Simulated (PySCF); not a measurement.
# Yb(OH)3: other functionals and bases at one geometry

Aim: see how levels, charges and forces of Yb(OH)3 depend on the level of theory. The structure is generated, not taken from experiment.

Computed with PySCF 2.14.0. Level: several levels, as the steps say, no spin–orbit coupling.

2 further runs of the same task are left out: 2 for a known fault of the program.

## Step 1: Starting geometry

7 atoms, charge 0, spin multiplicity 1.

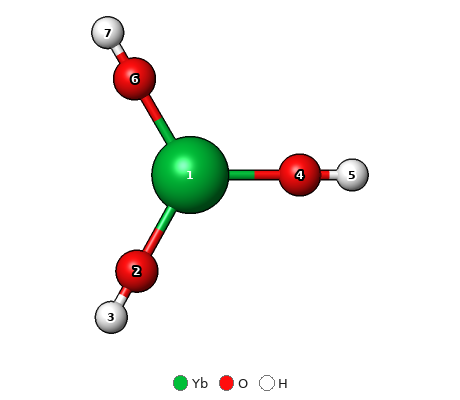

The geometry (ytterbium green, oxygen red, hydrogen white); atoms are numbered from 1 in the order of the file.

As a file:

```
Yb    0.0000    0.0000    0.1380
O     2.0096    0.0000    0.1437
H     2.9745    0.0000    0.1493
O    -1.0048    1.7404    0.1437
H    -1.4873    2.5760    0.1493
O    -1.0048   -1.7404    0.1437
H    -1.4872   -2.5760    0.1493
```

Formal oxidation states: Yb +3. Each metal's 13 4f electrons lie in its core potential, so multiplicities, spins and levels count the valence alone. An earlier session relaxed this geometry at PBE, Yb lcecp-1-SVP with ECP59, O def2-SVP, H def2-SVP (singlet, point group D3h).

At PBE on the finer grid: E = -266.669825 Eh, HOMO -5.96 eV, LUMO -2.07 eV, Mulliken charge on Yb1 +0.83 e, largest force component 0.002 eV/Å. 

Levels to run: M06-L; TPSSh; BLYP; BP86; PBE, TZVP. Hardware: 2 threads of Arm Neoverse N1, shared host.

## Step 2: M06-L

The input, run.py (the lines that set the calculation):

```python
mol = gto.M(atom='''
Yb     0.00000     0.00000     0.13801
O      2.00960     0.00002     0.14370
H      2.97451     0.00003     0.14932
O     -1.00482     1.74036     0.14370
H     -1.48728     2.57599     0.14932
O     -1.00478    -1.74038     0.14370
H     -1.48723    -2.57601     0.14932''',
    basis={'Yb': 'lcecp-1-SVP', 'O': 'def2-SVP', 'H': 'def2-SVP'},
    ecp={'Yb': 'lcecp-1-SVP'},
    charge=0, spin=0)
mf = dft.RKS(mol, xc='M06L')
mf.grids.atom_grid = (75, 302)  # f atoms: unpruned, at least (60, 302)
mf = mf.density_fit()  # fitting sets: Yb AutoAux, O def2-universal-JKFIT, H def2-universal-JKFIT
mf.conv_tol = 1e-08; mf.max_cycle = 55
mf.kernel(dm0)  # dm0: the density of the relaxed state
```

Command:

```sh
$ OMP_NUM_THREADS=2 python run.py
```

The program printed:

```text
init E= -266.869694319571
  HOMO = -0.240738193199817  LUMO = -0.0260100549157798  gap/eV = 5.84305
cycle= 1 E= -266.876694986447  delta_E= -0.007  |g|= 0.118  |ddm|= 0.349
  HOMO = -0.209032351976895  LUMO = -0.0323893736076073  gap/eV = 4.80670
cycle= 2 E= -266.867154728931  delta_E= 0.00954  |g|= 0.246  |ddm|= 0.251
  HOMO = -0.226664839317458  LUMO = -0.0277706973475986  gap/eV = 5.41219
cycle= 3 E= -266.879682346892  delta_E= -0.0125  |g|= 0.00716  |ddm|= 0.166
  HOMO = -0.225666749969413  LUMO = -0.0266521263107897  gap/eV = 5.41546
cycle= 4 E= -266.879692466878  delta_E= -1.01e-05  |g|= 0.00268  |ddm|= 0.00986
  HOMO = -0.22562792632667  LUMO = -0.0268238053742422  gap/eV = 5.40974
cycle= 5 E= -266.879694467073  delta_E= -2e-06  |g|= 0.000268  |ddm|= 0.00317
  HOMO = -0.225604608942252  LUMO = -0.0268432865142181  gap/eV = 5.40857
cycle= 6 E= -266.879694482416  delta_E= -1.53e-08  |g|= 6.03e-05  |ddm|= 0.000217
  HOMO = -0.225604367134401  LUMO = -0.0268442671177738  gap/eV = 5.40854
cycle= 7 E= -266.879694482978  delta_E= -5.62e-10  |g|= 3.08e-05  |ddm|= 5.71e-05
  HOMO = -0.225603502891453  LUMO = -0.026845212797987  gap/eV = 5.40849
Extra cycle  E= -266.879694482318  delta_E= 6.6e-10  |g|= 6.49e-05  |ddm|= 6.37e-05
converged SCF energy = -266.879694482318
```

Run time: 9.2 s. Hardware: 2 threads of Arm Neoverse N1, shared host.

It gives: E = -266.879694 Eh, HOMO -6.14 eV, LUMO -0.73 eV, Mulliken charge on Yb1 +1.19 e, largest force component 0.631 eV/Å. 

## Step 3: TPSSh

Edit run.py (the lines that set the calculation) of step 2 so:

```diff
@@ -11,3 +11,3 @@
     charge=0, spin=0)
-mf = dft.RKS(mol, xc='M06L')
+mf = dft.RKS(mol, xc='TPSSH')
 mf.grids.atom_grid = (75, 302)  # f atoms: unpruned, at least (60, 302)
```

Command:

```sh
$ OMP_NUM_THREADS=2 python run.py
```

The program printed:

```text
init E= -266.885067579983
  HOMO = -0.253823929998078  LUMO = -0.0532942154710021  gap/eV = 5.45669
cycle= 1 E= -266.886313255052  delta_E= -0.00125  |g|= 0.0744  |ddm|= 0.199
  HOMO = -0.23542975644928  LUMO = -0.0584663831538776  gap/eV = 4.81542
cycle= 2 E= -266.882602247986  delta_E= 0.00371  |g|= 0.155  |ddm|= 0.16
  HOMO = -0.247008711990896  LUMO = -0.0561257876965513  gap/eV = 5.19419
cycle= 3 E= -266.88754793544  delta_E= -0.00495  |g|= 0.0054  |ddm|= 0.101
  HOMO = -0.246525983414754  LUMO = -0.055347105054679  gap/eV = 5.20224
cycle= 4 E= -266.887556603488  delta_E= -8.67e-06  |g|= 0.000489  |ddm|= 0.00763
  HOMO = -0.246571191532921  LUMO = -0.0553446435450198  gap/eV = 5.20354
cycle= 5 E= -266.887556645737  delta_E= -4.22e-08  |g|= 5.48e-05  |ddm|= 0.000365
  HOMO = -0.246574594334434  LUMO = -0.0553505856618486  gap/eV = 5.20347
cycle= 6 E= -266.88755664646  delta_E= -7.23e-10  |g|= 1.13e-05  |ddm|= 7.7e-05
  HOMO = -0.246573019506724  LUMO = -0.0553515771165145  gap/eV = 5.20340
Extra cycle  E= -266.887556646385  delta_E= 7.54e-11  |g|= 2.25e-05  |ddm|= 2.26e-05
converged SCF energy = -266.887556646385
```

It took 8.4 s on 2 threads of Arm Neoverse N1, shared host.

It gives: E = -266.887557 Eh, HOMO -6.71 eV, LUMO -1.51 eV, Mulliken charge on Yb1 +1.02 e, largest force component 0.281 eV/Å. 

## Step 4: BLYP

Edit run.py (the lines that set the calculation) of step 3 so:

```diff
@@ -11,3 +11,3 @@
     charge=0, spin=0)
-mf = dft.RKS(mol, xc='TPSSH')
+mf = dft.RKS(mol, xc='BLYP')
 mf.grids.atom_grid = (75, 302)  # f atoms: unpruned, at least (60, 302)
```

Command:

```sh
$ OMP_NUM_THREADS=2 python run.py
```

The program printed:

```text
init E= -266.837535325247
  HOMO = -0.216088488882258  LUMO = -0.0759011838231807  gap/eV = 3.81469
cycle= 1 E= -266.837628989767  delta_E= -9.37e-05  |g|= 0.0584  |ddm|= 0.0944
  HOMO = -0.205174430543216  LUMO = -0.078622624820607  gap/eV = 3.44365
cycle= 2 E= -266.833950403336  delta_E= 0.00368  |g|= 0.147  |ddm|= 0.127
  HOMO = -0.215043876966336  LUMO = -0.0776503388160243  gap/eV = 3.73867
cycle= 3 E= -266.838269572022  delta_E= -0.00432  |g|= 0.00374  |ddm|= 0.0961
  HOMO = -0.214711845030218  LUMO = -0.0777104418068184  gap/eV = 3.72800
cycle= 4 E= -266.838272735141  delta_E= -3.16e-06  |g|= 0.000517  |ddm|= 0.00343
  HOMO = -0.214645573556949  LUMO = -0.0776410110662624  gap/eV = 3.72808
cycle= 5 E= -266.838272803836  delta_E= -6.87e-08  |g|= 6.7e-05  |ddm|= 0.00069
  HOMO = -0.214641945899073  LUMO = -0.0776459575572304  gap/eV = 3.72785
cycle= 6 E= -266.838272805302  delta_E= -1.47e-09  |g|= 1.14e-05  |ddm|= 8.87e-05
  HOMO = -0.214643682111433  LUMO = -0.0776448296898025  gap/eV = 3.72793
Extra cycle  E= -266.838272805149  delta_E= 1.53e-10  |g|= 2.95e-05  |ddm|= 2.99e-05
converged SCF energy = -266.838272805149
```

Run time: 6.2 s. Hardware: 2 threads of Arm Neoverse N1, shared host.

Result: E = -266.838273 Eh, HOMO -5.84 eV, LUMO -2.11 eV, Mulliken charge on Yb1 +0.80 e, largest force component 0.160 eV/Å. 

## Step 5: BP86

Edit run.py (the lines that set the calculation) of step 4 so:

```diff
@@ -11,3 +11,3 @@
     charge=0, spin=0)
-mf = dft.RKS(mol, xc='BLYP')
+mf = dft.RKS(mol, xc='B88,P86')
 mf.grids.atom_grid = (75, 302)  # f atoms: unpruned, at least (60, 302)
```

Command:

```sh
$ OMP_NUM_THREADS=2 python run.py
```

The program printed:

```text
init E= -266.961124803464
  HOMO = -0.22416070818153  LUMO = -0.0753232545890334  gap/eV = 4.05007
cycle= 1 E= -266.961231915082  delta_E= -0.000107  |g|= 0.00551  |ddm|= 0.0373
  HOMO = -0.222089383813548  LUMO = -0.0742493381373457  gap/eV = 4.02293
cycle= 2 E= -266.961208335484  delta_E= 2.36e-05  |g|= 0.0124  |ddm|= 0.0109
  HOMO = -0.223043574738465  LUMO = -0.0743111420976597  gap/eV = 4.04722
cycle= 3 E= -266.961237337123  delta_E= -2.9e-05  |g|= 0.000994  |ddm|= 0.00802
  HOMO = -0.22304958817942  LUMO = -0.0744045220623946  gap/eV = 4.04484
cycle= 4 E= -266.9612376098  delta_E= -2.73e-07  |g|= 0.000115  |ddm|= 0.00123
  HOMO = -0.223042504278009  LUMO = -0.0743858971655769  gap/eV = 4.04515
cycle= 5 E= -266.961237613872  delta_E= -4.07e-09  |g|= 1.37e-05  |ddm|= 0.000179
  HOMO = -0.22304208313154  LUMO = -0.0743879482493881  gap/eV = 4.04509
Extra cycle  E= -266.961237613843  delta_E= 2.84e-11  |g|= 1.76e-05  |ddm|= 3.79e-05
converged SCF energy = -266.961237613843
```

Run time: 5.9 s. Hardware: 2 threads of Arm Neoverse N1, shared host.

It gives: E = -266.961238 Eh, HOMO -6.07 eV, LUMO -2.02 eV, Mulliken charge on Yb1 +0.84 e, largest force component 0.059 eV/Å. 

## Step 6: PBE, TZVP

Basis: Yb lcecp-1-TZVP with ECP59, O def2-TZVP, H def2-TZVP. 

The input, run.py (the lines that set the calculation):

```python
mol = gto.M(atom='''
Yb     0.00000     0.00000     0.13801
O      2.00960     0.00002     0.14370
H      2.97451     0.00003     0.14932
O     -1.00482     1.74036     0.14370
H     -1.48728     2.57599     0.14932
O     -1.00478    -1.74038     0.14370
H     -1.48723    -2.57601     0.14932''',
    basis={'Yb': 'lcecp-1-TZVP', 'O': 'def2-TZVP', 'H': 'def2-TZVP'},
    ecp={'Yb': 'lcecp-1-TZVP'},
    charge=0, spin=0)
mf = dft.RKS(mol, xc='PBE')
mf.grids.atom_grid = (75, 302)  # f atoms: unpruned, at least (60, 302)
mf = mf.density_fit()  # fitting sets: Yb AutoAux, O def2-universal-JKFIT, H def2-universal-JKFIT
mf.conv_tol = 1e-08; mf.max_cycle = 55
mf.kernel(dm0)  # dm0: free metal ions and neutral atoms
```

Command:

```sh
$ OMP_NUM_THREADS=2 python run.py
```

The program printed:

```text
init E= -271.117777992687
  HOMO = -0.297178359863231  LUMO = -0.135789773047598  gap/eV = 4.39161
cycle= 1 E= -266.889989284968  delta_E= 4.23  |g|= 0.632  |ddm|= 2.35
  HOMO = -0.189454669698785  LUMO = -0.0404129413761289  gap/eV = 4.05563
cycle= 2 E= -266.886705108484  delta_E= 0.00328  |g|= 0.498  |ddm|= 0.881
  HOMO = -0.243562902341852  LUMO = -0.089902652408103  gap/eV = 4.18131
cycle= 3 E= -266.940575999884  delta_E= -0.0539  |g|= 0.191  |ddm|= 0.554
  HOMO = -0.222766550217073  LUMO = -0.0818186152803833  gap/eV = 3.83539
cycle= 4 E= -266.944214198124  delta_E= -0.00364  |g|= 0.12  |ddm|= 0.139
  HOMO = -0.229420364318066  LUMO = -0.078570640851094  gap/eV = 4.10483
cycle= 5 E= -266.947040861641  delta_E= -0.00283  |g|= 0.00896  |ddm|= 0.0653
  HOMO = -0.229351558008496  LUMO = -0.0792123680816097  gap/eV = 4.08550
cycle= 6 E= -266.947059927499  delta_E= -1.91e-05  |g|= 0.000883  |ddm|= 0.00975
  HOMO = -0.229231609439013  LUMO = -0.0791562255828637  gap/eV = 4.08376
cycle= 7 E= -266.947060087677  delta_E= -1.6e-07  |g|= 8.26e-05  |ddm|= 0.000754
  HOMO = -0.229240186436343  LUMO = -0.0791598297648122  gap/eV = 4.08389
cycle= 8 E= -266.947060089029  delta_E= -1.35e-09  |g|= 1.03e-05  |ddm|= 5.13e-05
  HOMO = -0.229242187929611  LUMO = -0.0791592678118391  gap/eV = 4.08396
Extra cycle  E= -266.947060088922  delta_E= 1.07e-10  |g|= 2.63e-05  |ddm|= 1.78e-05
converged SCF energy = -266.947060088922
```

It took 16 s on 2 threads of Arm Neoverse N1, shared host.

Result: E = -266.947060 Eh, HOMO -6.24 eV, LUMO -2.15 eV, Mulliken charge on Yb1 +1.50 e, largest force component 0.274 eV/Å. 

## Step 7: All levels side by side

| level | state | HOMO (eV) | gap (eV) | charge on Yb1 (e) | dipole (D) | largest force (eV/Å) | basis functions | time |
| --- | --- | --- | --- | --- | --- | --- | --- | --- |
| PBE (relaxed here) | singlet | -5.96 | 3.89 | 0.83 | 0.01 | 0.00 | 90 | 13 s |
| M06-L | singlet | -6.14 | 5.41 | 1.19 | 0.02 | 0.63 | 90 | 9.2 s |
| TPSSh | singlet | -6.71 | 5.20 | 1.02 | 0.02 | 0.28 | 90 | 8.4 s |
| BLYP | singlet | -5.84 | 3.73 | 0.80 | 0.01 | 0.16 | 90 | 6.2 s |
| BP86 | singlet | -6.07 | 4.05 | 0.84 | 0.01 | 0.06 | 90 | 5.9 s |
| PBE, TZVP | singlet | -6.24 | 4.08 | 1.50 | 0.02 | 0.27 | 158 | 16 s |

Times are on 2 threads of Arm Neoverse N1, shared host; the first row also made further properties.

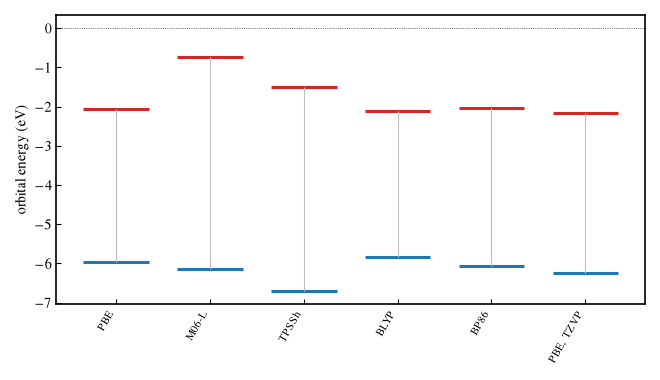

Highest filled and lowest empty level, method by method.

In one basis the gap runs from 3.73 eV (BLYP) to 5.41 eV (M06-L). The largest leftover force, 0.63 eV/Å with M06-L, stands at a geometry relaxed at another level. The Mulliken charge on Yb spans +0.80 to +1.50 e over the levels. With 4f in the core, its levels are missing from HOMO and gap. Total energies of different levels can't be compared. Spin–orbit coupling is left out throughout.
